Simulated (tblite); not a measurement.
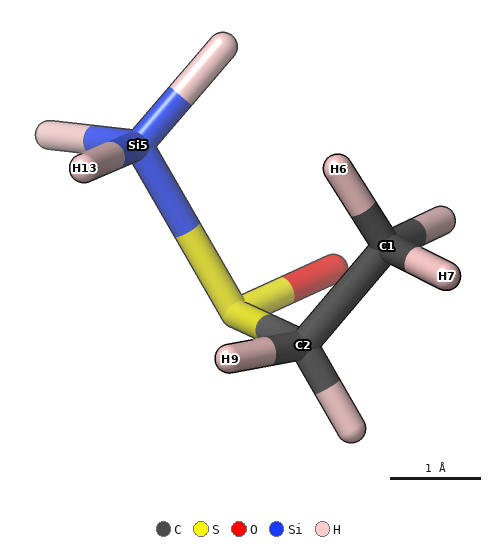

Figure 1. The input geometry (stick view, seen at a tilt; atoms are numbered from 1 in the order of the input). Bond lengths as drawn: C–C 1.51 Å, C–H 1.09 Å, C–S 1.86 Å, H–Si 1.45 to 1.46 Å, O–S 1.48 Å and S–Si 2.24 Å.

Relaxed scan of C2H8OSSi

System: C2H8OSSi.
Method: GFN2-xTB relaxed scan under a harmonic restraint, gas phase (tblite 0.8.0).

Input:
```
{"job": {"xc": "GFN2-xTB", "basis": "xTB", "coordinate": [["t", [0, 1, 2, 3], 0.16666666666666666], ["t", [0, 1, 2, 4], 0.16666666666666666], ["t", [8, 1, 2, 3], 0.16666666666666666], ["t", [8, 1, 2, 4], 0.16666666666666666], ["t", [9, 1, 2, 3], 0.16666666666666666], ["t", [9, 1, 2, 4], 0.16666666666666666]], "kind": "drive"}, "charge": 0, "multiplicity": 1}
C     -1.385140    -0.152807     0.675259
C     -0.871455     0.950089    -0.221058
S      0.382473     0.305320    -1.436607
O     -0.160885    -0.974868    -1.956586
Si     1.937504    -0.407060     0.012443
H     -0.654418    -0.408332     1.442138
H     -2.314260     0.140802     1.159910
H     -1.578136    -1.035619     0.065163
H     -0.384482     1.760248     0.317720
H     -1.673829     1.356512    -0.836769
H      1.527556    -1.694732     0.548412
H      3.142685    -0.492257    -0.799970
H      2.027997     0.653191     1.012218
```

The first line tells a small driver script what to run in tblite; the rest is the geometry in Å.

Machine: 1 CPU thread, shared host.

Run as:
```bash
OMP_NUM_THREADS=1 python <driver script> task.json out
```

Output:
```
point  coordinate     E/eV
  0     67.000     -473.12248
  1     82.000     -473.08307
  2     97.000     -473.04157
  3    112.200     -473.01176
  4    127.500     -473.02064
  5    142.600     -473.05076
  6    157.600     -473.08799
  7    172.400     -473.11169
```

Results in brief:

| quantity | value |
| --- | --- |
| outcome | converged |
| wall time | 1.8 s |
| peak memory | 0.19 GiB |
